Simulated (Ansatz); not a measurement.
HOSi2 (doublet)

| atom | x (Å) | y (Å) | z (Å) |
| --- | --- | --- | --- |
| O | -1.2239 | -1.2284 | 1.8203 |
| Si | -1.7728 | -2.7424 | 1.5310 |
| Si | -0.7942 | 0.3661 | 2.2107 |
| H | 0.5374 | 0.3426 | 1.4311 |

Geometry: PBE0-D3(BJ)/def2-SVP.

Computed with Ansatz, isolated molecule in a Gaussian basis; Kohn-Sham density functional theory, functional PBE0.

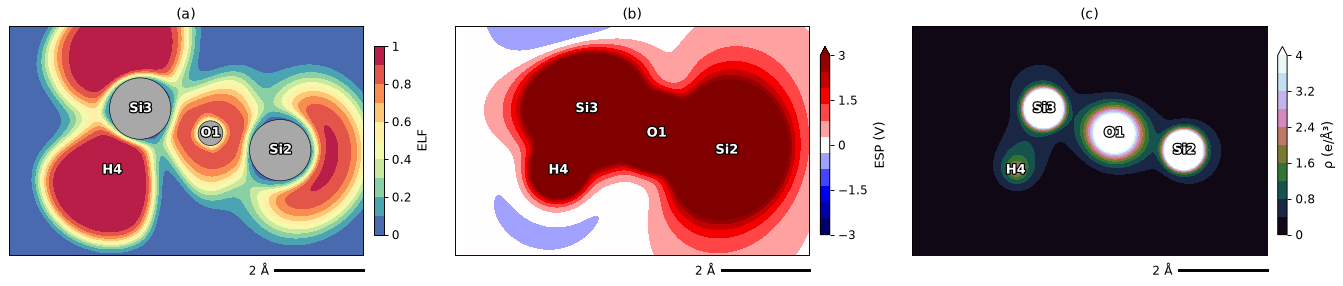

Figure 1. (a) ELF; (b) molecular electrostatic potential; (c) electron density on the molecular plane. Grey discs cover the atomic cores in the ELF map.

What do the fields say about this system?

- Atoms in the plane: O, Si and H.
- Si–O (1.64 Å): ρ at the midpoint is about 1.1 e/Å³; the ELF peaks at about 0.85 between the atoms, as expected for a polar covalent bond.
- Si–H (1.54 Å): the density is about 0.76 e/Å³ at the midpoint; the ELF climbs to about 1 towards the hydrogen, as it does in any bond to H.
- Si–O (1.70 Å): the density is about 0.98 e/Å³ at the midpoint; the ELF peaks at about 0.85 between the atoms, as expected for a polar covalent bond.
- The ELF also peaks beside O1, Si2 and Si3, away from the bonds: non-bonding electrons, paired or unpaired.
- Outside the dense part of the molecule the potential is most negative (−0.8 V) near Si3.

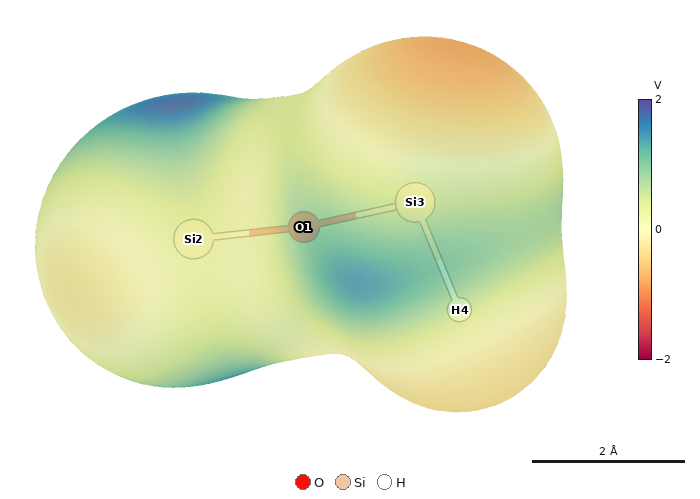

Figure 2. The molecular electrostatic potential painted on the density surface at 0.002 e/bohr³, seen at a tilt; the colour scale runs from red (negative) to blue (positive).

Where is the surface potential most negative and most positive?

The most negative region (about −0.8 V) lies over Si3, the most positive (about +1.7 V) over Si2.

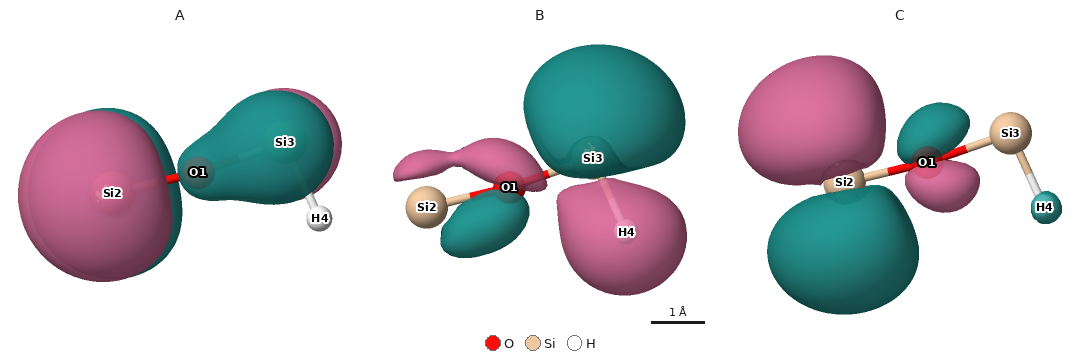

Figure 3. Three frontier orbitals at ±0.08 Å⁻³ᐟ² (teal and pink are the two phases), in no order.

Order the three orbitals by energy and name them. All are α orbitals.

B is the HOMO−1 (α) (−6.64 eV). Its weight (Hirshfeld) is mainly on Si3 (about 70 %), H4 (about 20 %) and O1 (about 5 %); it is symmetric in the molecular plane (an in-plane orbital: σ, lone-pair or in-plane π type). A is the HOMO (α) (−4.80 eV). By Hirshfeld shares it lies mainly on Si2 (about 75 %), Si3 (about 15 %) and O1 (about 5 %); it changes sign across the molecular plane (π type). C is the LUMO (α) (−2.49 eV). By Hirshfeld shares it lies mainly on Si2 (about 85 %) and O1 (about 10 %); it is symmetric in the molecular plane (an in-plane orbital: σ, lone-pair or in-plane π type).

What is the gap between the highest occupied and lowest empty α orbitals?

2.31 eV between the orbital energies.

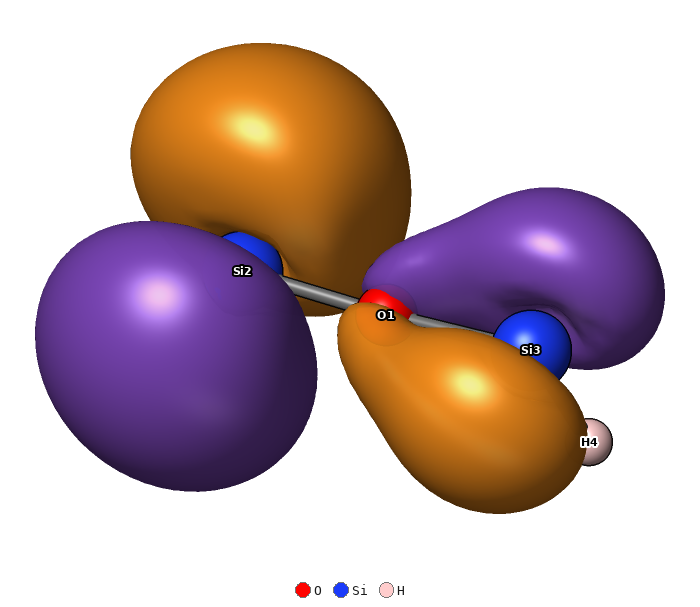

Figure 4. One frontier orbital at ±0.08 Å⁻³ᐟ² (orange and purple are the two phases), seen at an oblique angle.

Which orbital is it: HOMO (α) or LUMO (α)?

The HOMO (α), at −4.80 eV. Its weight (Hirshfeld) is mainly on Si2 (about 75 %), Si3 (about 15 %) and O1 (about 5 %); it changes sign across the molecular plane (π type).
